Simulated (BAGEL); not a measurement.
**ROHF/6-31G(d) (density fitting with qzvpp-jkfit, spherical functions) run of AlHBrO (SMILES [OH][Al][Br])**

Aim: the energy change on altering one bond length of AlHBrO at ROHF/6-31G* (density fitting with qzvpp-jkfit, spherical functions), from 2 runs. 

The results are computed with BAGEL 1.2.2.

4 further runs of the same task are left out: 1 for a known fault of the program, 3 that didn't finish. Runs told in other sessions of the task aren't counted.

### 1 Starting point

AlHBrO has 4 atoms, charge 0, and is taken as a doublet. SMILES: `[OH][Al][Br]`. The shape is that of a PBE0-D4/def2-TZVP optimisation.

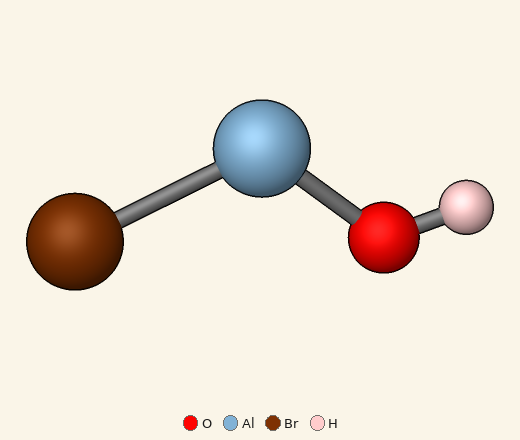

Viewed from a chosen angle; oxygen red, aluminium light blue, bromine brown, hydrogen pink.

### 2 The energy at ROHF/6-31G(d) (density fitting with qzvpp-jkfit, spherical functions)

Input file job.json:

```json
{ "bagel": [

{
  "title": "molecule",
  "basis": "6-31gs.json",
  "df_basis": "qzvpp-jkfit",
  "angstrom": true,
  "geometry": [
    { "atom": "O", "xyz": [      -0.417900,       0.558200,      -0.729100 ] },
    { "atom": "Al", "xyz": [      -0.100700,      -0.215000,       0.745000 ] },
    { "atom": "Br", "xyz": [       1.740900,      -1.539700,       0.836000 ] },
    { "atom": "H", "xyz": [      -1.166700,       1.136400,      -0.872200 ] }
  ]
},

{
  "title": "rohf",
  "nopen": 1
},

{
  "title": "print",
  "file": "orbitals.molden",
  "orbitals": true
}

]}
```

The basis set 6-31G* is read from a file made from the Basis Set Exchange's data (not shown).

Run with:

```
$ BAGEL_NUM_THREADS=1 BAGEL job.json > job.out
```

Standard output:

```text
* using 1 threads per process

  ===============================================================
  ===============================================================

  *** Geometry ***

  { "atom" : "O", "xyz" : [     -0.789717,      1.054845,     -1.377799 ] },
  { "atom" : "Al", "xyz" : [     -0.190295,     -0.406291,      1.407846 ] },
  { "atom" : "Br", "xyz" : [      3.289824,     -2.909611,      1.579811 ] },
  { "atom" : "H", "xyz" : [     -2.204743,      2.147485,     -1.648219 ] },

  Number of auxiliary basis functions:      489

  Since a DF basis is specified, we compute 2- and 3-index integrals:
    o Being stored without compression. Storage requirement is 0.017 GB

  Number of basis functions:       66
  Number of electrons      :       57

    * METHOD: MOLECULE                             0.17

  *** Open-shell HF ***

  === Nuclear Repulsion ===
   193.8399248769

      * DIIS with orbital gradients will be used.

  === ROHF iteration (6-31gs.json) ===
      0      -2889.32314344          0.04669935           0.09
      1      -2889.43156928          0.03631227           0.08
      2      -2889.48878835          0.02530739           0.08
      3      -2889.53988679          0.00138800           0.08
      4      -2889.54111643          0.00060129           0.08
      5      -2889.54139954          0.00022994           0.09
      6      -2889.54145725          0.00004732           0.08
      7      -2889.54147962          0.00001402           0.08
      8      -2889.54148180          0.00000479           0.09
      9      -2889.54148202          0.00000201           0.08
     10      -2889.54148214          0.00000087           0.09
     11      -2889.54148216          0.00000022           0.09
     12      -2889.54148217          0.00000009           0.08
     13      -2889.54148218          0.00000003           0.08
     14      -2889.54148218          0.00000001           0.08
     15      -2889.54148218          0.00000000           0.08
    * SCF iteration converged.

    * S^2 (ROHF) is 0.7500

    * Permanent dipole moment:
           (    1.175553,    -0.688867,    -0.361172) a.u.

    * METHOD: ROHF                                 1.49

    * METHOD: PRINT                                0.00

  ===============================================================
```

Wall time 1.8 s (1 thread of Intel Xeon 6975P-C (Granite Rapids), shared host).

### 3 The distorted shape, same level

Input file job.json:

```json
{ "bagel": [

{
  "title": "molecule",
  "basis": "6-31gs.json",
  "df_basis": "qzvpp-jkfit",
  "angstrom": true,
  "geometry": [
    { "atom": "O", "xyz": [      -0.970390,       0.955617,      -0.756401 ] },
    { "atom": "Al", "xyz": [      -0.653190,       0.182417,       0.717699 ] },
    { "atom": "Br", "xyz": [       1.740900,      -1.539700,       0.836000 ] },
    { "atom": "H", "xyz": [      -1.719190,       1.533817,      -0.899501 ] }
  ]
},

{
  "title": "rohf",
  "nopen": 1
},

{
  "title": "print",
  "file": "orbitals.molden",
  "orbitals": true
}

]}
```

The basis set 6-31G* is read from a file made from the Basis Set Exchange's data (not shown).

Run with:

```
$ BAGEL_NUM_THREADS=1 BAGEL job.json > job.out
```

Standard output:

```text
* using 1 threads per process

  ===============================================================
  ===============================================================

  *** Geometry ***

  { "atom" : "O", "xyz" : [     -1.833771,      1.805854,     -1.429391 ] },
  { "atom" : "Al", "xyz" : [     -1.234350,      0.344718,      1.356255 ] },
  { "atom" : "Br", "xyz" : [      3.289824,     -2.909611,      1.579811 ] },
  { "atom" : "H", "xyz" : [     -3.248798,      2.898494,     -1.699811 ] },

  Number of auxiliary basis functions:      489

  Since a DF basis is specified, we compute 2- and 3-index integrals:
    o Being stored without compression. Storage requirement is 0.017 GB

  Number of basis functions:       66
  Number of electrons      :       57

    * METHOD: MOLECULE                             0.25

  *** Open-shell HF ***

  === Nuclear Repulsion ===
   162.0513236505

      * DIIS with orbital gradients will be used.

  === ROHF iteration (6-31gs.json) ===
      0      -2889.26970765          0.04682282           0.09
      1      -2889.38112786          0.03687873           0.09
      2      -2889.43749617          0.02601440           0.09
      3      -2889.49042355          0.00139803           0.08
      4      -2889.49164551          0.00077358           0.08
      5      -2889.49216074          0.00042893           0.08
      6      -2889.49240750          0.00018582           0.09
      7      -2889.49252848          0.00006784           0.08
      8      -2889.49257717          0.00002289           0.09
      9      -2889.49259212          0.00000848           0.09
     10      -2889.49259660          0.00000317           0.08
     11      -2889.49259746          0.00000157           0.09
     12      -2889.49259758          0.00000082           0.11
     13      -2889.49259764          0.00000034           0.09
     14      -2889.49259767          0.00000014           0.09
     15      -2889.49259769          0.00000007           0.08
     16      -2889.49259769          0.00000004           0.08
     17      -2889.49259769          0.00000001           0.09
     18      -2889.49259770          0.00000001           0.09
    * SCF iteration converged.

    * S^2 (ROHF) is 0.7500

    * Permanent dipole moment:
           (    2.492162,    -1.624966,    -0.325439) a.u.

    * METHOD: ROHF                                 1.81

    * METHOD: PRINT                                0.00

  ===============================================================
```

Wall time 2.2 s (1 thread of Intel Xeon 6975P-C (Granite Rapids), shared host).

### 4 Summary of results

Level: ROHF/6-31G* (density fitting with qzvpp-jkfit, spherical functions).

| quantity | value |
| --- | --- |
| first shape: total energy | -2889.54148 Eh |
| first shape: dipole moment | 3.58 D |
| first shape: ⟨S²⟩ | 0.750 |
| distorted shape: total energy | -2889.49260 Eh |
| distorted shape: dipole moment | 7.61 D |
| distorted shape: ⟨S²⟩ | 0.750 |
| energy change with the Al2–Br3 bond stretched from 2.270 to 2.951 Å | 1.330 eV |

With the Al2–Br3 bond stretched from 2.270 to 2.951 Å the energy rises by 1.33 eV (128 kJ/mol). The first shape isn't relaxed at this level, so the change isn't measured from a minimum.
